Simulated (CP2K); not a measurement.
# C2H7NSi2 (SMILES C1=C[SiH2]N[SiH2]1): levels of theory compared

Wanted: a comparison of 3 runs (AM1, PM6, GFN1-xTB) of C2H7NSi2. 

The results are computed with CP2K 2026.2.

3 further runs of the same task are left out: 1 that didn't finish, 2 set aside as unsound or not needed.

## 1. Starting point

C2H7NSi2: 12 atoms, total charge 0, spin state singlet. As SMILES, `C1=C[SiH2]N[SiH2]1`. The coordinates come from a GFN2-xTB relaxation. This is one conformer, not always the lowest.

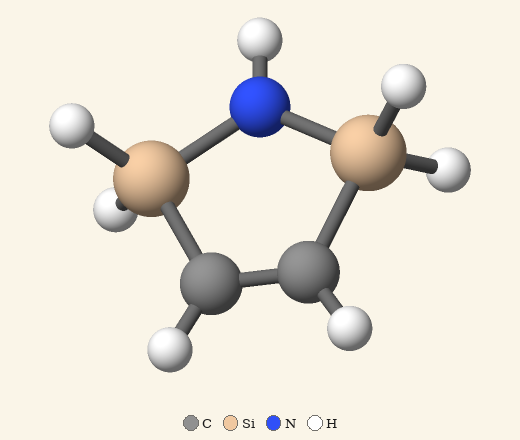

The structure, seen from a chosen angle (carbon grey, silicon light orange, nitrogen blue, hydrogen white).

## 2. The energy at AM1 (run 1)

Input file qs.inp:

```
&GLOBAL
 PROJECT_NAME qs
 RUN_TYPE ENERGY
 PRINT_LEVEL MEDIUM
&END GLOBAL

&FORCE_EVAL
 METHOD Quickstep
 &DFT
  &QS
   METHOD AM1
   EPS_DEFAULT 1.0E-14
   &SE
    &COULOMB
     CUTOFF [angstrom] 50
     RC_RANGE [angstrom] 0
    &END COULOMB
    &EXCHANGE
     CUTOFF [angstrom] 50
     RC_RANGE [angstrom] 0
    &END EXCHANGE
   &END SE
  &END QS
  &POISSON
   PERIODIC NONE
   POISSON_SOLVER ANALYTIC
  &END POISSON
  &SCF
   SCF_GUESS MOPAC
   EPS_SCF 1.0E-07
   MAX_SCF 56
   ADDED_MOS 4
   MAX_DIIS 2
   &DIAGONALIZATION
    ALGORITHM STANDARD
   &END DIAGONALIZATION
   &MIXING
    METHOD DIRECT_P_MIXING
    ALPHA 0.4
   &END MIXING
  &END SCF
  &PRINT
   &MOMENTS
    PERIODIC F
    REFERENCE COM
    MAX_MOMENT 1
   &END MOMENTS
   &MO ON
    ENERGIES T
    OCCUPATION_NUMBERS T
    NDIGITS 6
    &EACH
     QS_SCF 0
    &END EACH
    ADD_LAST NUMERIC
   &END MO
   &HIRSHFELD OFF
   &END HIRSHFELD
  &END PRINT
 &END DFT
 &SUBSYS
  &CELL
   ABC 12.5 10.7 12.6
   PERIODIC NONE
  &END CELL
  &COORD
   C      5.064305     5.855090     6.475835
   C      5.638715     5.965010     7.672125
   Si     7.473115     5.550700     7.743945
   N      7.612005     5.177050     6.055955
   Si     6.189785     5.304890     5.071415
   H      4.012765     6.071190     6.330515
   H      5.076015     6.274650     8.544435
   H      7.778945     4.383790     8.580615
   H      8.319095     6.692260     8.112975
   H      8.487235     4.882560     5.662715
   H      6.354455     6.315300     4.019385
   H      5.815785     4.007740     4.494425
  &END COORD
 &END SUBSYS
&END FORCE_EVAL
```

Started as:

```
OMP_NUM_THREADS=1 cp2k.psmp qs.inp > qs.out
```

Output:

```text
CP2K| version string:                                       CP2K version 2026.2
[...]
 GLOBAL| Method name                                                        CP2K
[...]
 GLOBAL| Run type                                                         ENERGY
[...]
                             - Atoms:                                         12
[...]
                             - Spherical basis functions:                     27
[...]
 Number of electrons:                                                         28
[...]
     1 P_Mix/Diag. 0.40E+00    0.0     0.89245907       -19.6855913863 -1.97E+01
[...]
    19 DIIS/Diag.  0.39E-07    0.0     0.00000004       -26.7530940062 -8.53E-14
  *** SCF run converged in    19 steps ***
  Core-core repulsion energy [eV]:                           1899.08503320125510
  Core Hamiltonian energy [eV]:                             -1117.52153187565909
  Two-electron integral energy [eV]:                        -3019.10442335684820
  Electronic energy [eV]:                                   -2627.07374355408319
  Total energy [eV]:                                         -727.98871035282821
  Atomic reference energy [eV]:                               726.75489419621636
  Heat of formation [kcal/mol]:                               -28.45247874960205
[...]
 SE_DIPOLE| Moment [Debye]         -0.31276541       0.12047048       0.14000192
 SE_DIPOLE| Derivative [a.u.]       0.00000000       0.00000000       0.00000000
 ENERGY| Total FORCE_EVAL ( QS ) energy [hartree]            -26.753094006184732
[...]
```

It took 0.46 s on 1 thread of Arm Neoverse N1, shared host; peak memory 0.14 GiB.

## 3. Energy and forces at PM6 (run 2)

Input file molecule.xyz:

```xyz
12

C     -1.420880     0.315070    -0.087860
C     -0.846470     0.424990     1.108430
Si     0.987930     0.010680     1.180250
N      1.126820    -0.362970    -0.507740
Si    -0.295400    -0.235130    -1.492280
H     -2.472420     0.531170    -0.233180
H     -1.409170     0.734630     1.980740
H      1.293760    -1.156230     2.016920
H      1.833910     1.152240     1.549280
H      2.002050    -0.657460    -0.900980
H     -0.130730     0.775280    -2.544310
H     -0.669400    -1.532280    -2.069270
```

Input file cp2k_ase.py:

```python
import numpy as np
from ase.io import read
from ase.calculators.cp2k import CP2K

atoms = read("molecule.xyz")
atoms.set_cell([14.5, 12.7, 14.6])
atoms.center()
template = """
&FORCE_EVAL
  METHOD Quickstep
  &DFT
    &QS
      METHOD PM6
      EPS_DEFAULT 1.0E-10
      &SE
        &COULOMB
          CUTOFF [angstrom] 50
          RC_RANGE [angstrom] 0
        &END COULOMB
        &EXCHANGE
          CUTOFF [angstrom] 50
          RC_RANGE [angstrom] 0
        &END EXCHANGE
      &END SE
    &END QS
    &POISSON
      PERIODIC NONE
      POISSON_SOLVER ANALYTIC
    &END POISSON
    &SCF
      SCF_GUESS ATOMIC
      EPS_SCF 1.0E-07
      MAX_SCF 80
      ADDED_MOS 8
      &DIAGONALIZATION
        ALGORITHM STANDARD
      &END DIAGONALIZATION
      &MIXING
        METHOD DIRECT_P_MIXING
        ALPHA 0.4
      &END MIXING
    &END SCF
    &PRINT
      &MOMENTS
        PERIODIC F
        REFERENCE COM
        MAX_MOMENT 1
      &END MOMENTS
      &MO ON
        ENERGIES T
        OCCUPATION_NUMBERS T
        NDIGITS 6
        &EACH
          QS_SCF 0
        &END EACH
        ADD_LAST NUMERIC
      &END MO
      &HIRSHFELD OFF
      &END HIRSHFELD
    &END PRINT
  &END DFT
  &SUBSYS
  &END SUBSYS
&END FORCE_EVAL
"""
calculator = CP2K(command="cp2k.psmp -s", label="gas", inp=template, basis_set=None, basis_set_file=None, potential_file=None, pseudo_potential=None, xc=None, cutoff=None, max_scf=None, charge=None, uks=False,
            force_eval_method=None, print_level="LOW", poisson_solver=None, stress_tensor=False)
atoms.calc = calculator
e = atoms.get_potential_energy()
f = atoms.get_forces()
print(f"energy = {e:.6f} eV")
print("forces (eV/angstrom):")
for s, v in zip(atoms.get_chemical_symbols(), f):
    print(f"{s:2s} {v[0]:10.5f} {v[1]:10.5f} {v[2]:10.5f}")
```

Started as:

```
OMP_NUM_THREADS=1 python cp2k_ase.py
```

Output:

```text
energy = -666.401234 eV
forces (eV/angstrom):
C    -0.32940   -0.09613   -0.84451
C     0.45655    0.05263    0.78737
Si   -0.87191    0.18946   -0.11811
N     1.16283   -0.40252   -0.52183
Si   -0.46864    0.26417    0.72245
H    -0.31273    0.05198   -0.10635
H    -0.11902    0.08947    0.30057
H     0.01820    0.13147    0.07731
H    -0.03364   -0.08690    0.12493
H     0.66780   -0.21055   -0.30126
H    -0.11299   -0.10099   -0.03886
H    -0.05706    0.11791   -0.08170
```

gas.out:

```text
CP2K| version string:                                       CP2K version 2026.2
 CP2K| Input file name                                                   gas.inp

[... 22 lines left out ...]
 *** WARNING in qs_kind_types.F:2264 :: Information provided in the input ***
[... 78 lines left out ...]
  *** SCF run converged in    17 steps ***
[... 23 lines left out ...]
 SE_DIPOLE| Dipole type                                             non-periodic
[... 2 lines left out ...]
 SE_DIPOLE| Derivative [a.u.]       0.00000000       0.00000000       0.00000000
[... 27 lines left out ...]
 -------------------------------------------------------------------------------
```

It took 1.6 s on 1 thread of Arm Neoverse N1, shared host; peak memory 0.14 GiB.

## 4. Energy and gradient at GFN1-xTB (run 3)

Input file run.py:

```python
import numpy as np
from ase import Atoms
from ase.calculators.cp2k import CP2K

atoms = Atoms(['C', 'C', 'Si', 'N', 'Si', 'H', 'H', 'H', 'H', 'H', 'H', 'H'],
              positions=[(-1.420880, 0.315070, -0.087860),
                         (-0.846470, 0.424990, 1.108430),
                         (0.987930, 0.010680, 1.180250),
                         (1.126820, -0.362970, -0.507740),
                         (-0.295400, -0.235130, -1.492280),
                         (-2.472420, 0.531170, -0.233180),
                         (-1.409170, 0.734630, 1.980740),
                         (1.293760, -1.156230, 2.016920),
                         (1.833910, 1.152240, 1.549280),
                         (2.002050, -0.657460, -0.900980),
                         (-0.130730, 0.775280, -2.544310),
                         (-0.669400, -1.532280, -2.069270)])
atoms.set_cell([12.5, 10.7, 12.6])
atoms.center()
template = """
&FORCE_EVAL
   METHOD QUICKSTEP
   &DFT
      ! Quickstep
      &QS
         METHOD XTB
         EPS_DEFAULT 1.0E-10
         &XTB
            GFN_TYPE TBLITE
            &TBLITE
               METHOD GFN1
            &END TBLITE
            CHECK_ATOMIC_CHARGES F
         &END XTB
      &END QS
      ! isolated system
      &POISSON
         PERIODIC NONE
         POISSON_SOLVER ANALYTIC
      &END POISSON
      &SCF
         SCF_GUESS ATOMIC
         EPS_SCF 1.0E-07
         MAX_SCF 150
         ADDED_MOS 8
         &DIAGONALIZATION
            ALGORITHM STANDARD
         &END DIAGONALIZATION
         &MIXING
            METHOD DIRECT_P_MIXING
            ALPHA 0.4
         &END MIXING
         &SMEAR ON
            METHOD FERMI_DIRAC
            ELECTRONIC_TEMPERATURE [K] 300
         &END SMEAR
      &END SCF
      &PRINT
         &MOMENTS
            PERIODIC F
            REFERENCE COM
            MAX_MOMENT 1
         &END MOMENTS
         &MO ON
            ENERGIES T
            OCCUPATION_NUMBERS T
            NDIGITS 6
            &EACH
               QS_SCF 0
            &END EACH
            ADD_LAST NUMERIC
         &END MO
         &HIRSHFELD OFF
         &END HIRSHFELD
      &END PRINT
   &END DFT
   ! atoms, cell and kinds
   &SUBSYS
   &END SUBSYS
&END FORCE_EVAL
"""
cp2k = CP2K(command="cp2k.psmp -s", label="calc", inp=template, basis_set=None, basis_set_file=None, potential_file=None, pseudo_potential=None, xc=None, cutoff=None, max_scf=None, charge=None, uks=False,
            force_eval_method=None, print_level="LOW", poisson_solver=None, stress_tensor=False)
atoms.calc = cp2k
print("E / eV:", round(atoms.get_potential_energy(), 6))
forces = atoms.get_forces()
print(np.array2string(forces, precision=5, suppress_small=True))
print("largest force / (eV/A): %.4f" % np.linalg.norm(forces, axis=1).max())
```

Started as:

```
OMP_NUM_THREADS=1 python run.py
```

Output:

```text
E / eV: -406.602168
[[-0.61186 -0.17771 -1.57983]
 [ 0.85561  0.10124  1.46982]
 [ 0.25735  0.03789  0.47296]
 [ 0.36941 -0.13625 -0.16527]
 [-0.20726 -0.05302 -0.49399]
 [-0.3876   0.13953  0.23856]
 [-0.4401   0.13012  0.13406]
 [-0.01773  0.29698 -0.1068 ]
 [-0.15184 -0.27582  0.00984]
 [ 0.36724 -0.11175 -0.16597]
 [-0.08459 -0.26211  0.15195]
 [ 0.05136  0.3109   0.03466]]
largest force / (eV/A): 1.7037
```

calc.out:

```text
CP2K| version string:                                       CP2K version 2026.2
 CP2K| Input file name                                                  calc.inp

[... 85 lines left out ...]
  Step     Update method      Time    Convergence         Total energy    Change
[... 21 lines left out ...]
  Self-consistent dispersion energy:                            0.00000000000000
[... 6 lines left out ...]
  Total energy (extrapolated to T->0):                        -14.94235536845460
[... 5 lines left out ...]
 TB_DIPOLE| Derivative [a.u.]       0.00000000       0.00000000       0.00000000
[... 39 lines left out ...]
 -------------------------------------------------------------------------------
```

It took 1.4 s on 1 thread of Arm Neoverse N1, shared host; peak memory 0.14 GiB.

## 5. All runs side by side

```csv
run,level,task,iteration cap,energy (Eh),dipole moment (D),HOMO energy (eV),LUMO energy (eV),wall time
1,AM1,energy,56,-26.753094,0.36,-9.43,0.86,0.46 s
2,PM6,gradient,80,-24.489796,0.88,-9.56,0.25,1.6 s
3,GFN1-xTB,gradient,150,-14.942355,0.57,-11.15,-7.47,1.4 s
```

## 6. Results

```
                                        quantity         value
                             run 3: total energy  -14.94236 Eh
run 3: dipole moment (from atomic charges alone)        0.57 D
                              run 3: HOMO energy     -11.15 eV
                              run 3: LUMO energy      -7.47 eV
                            run 3: HOMO–LUMO gap       3.68 eV
```

In words: The dipole moment (its size) runs from 0.36 D (AM1) to 0.88 D (PM6). Some of these are taken from atomic charges alone. The HOMO–LUMO gap runs from 3.68 eV (GFN1-xTB) to 10.29 eV (AM1). Force-field and semi-empirical energies have zeros of their own, so their totals don't compare. All runs together took 3.4 s, the longest 1.6 s.
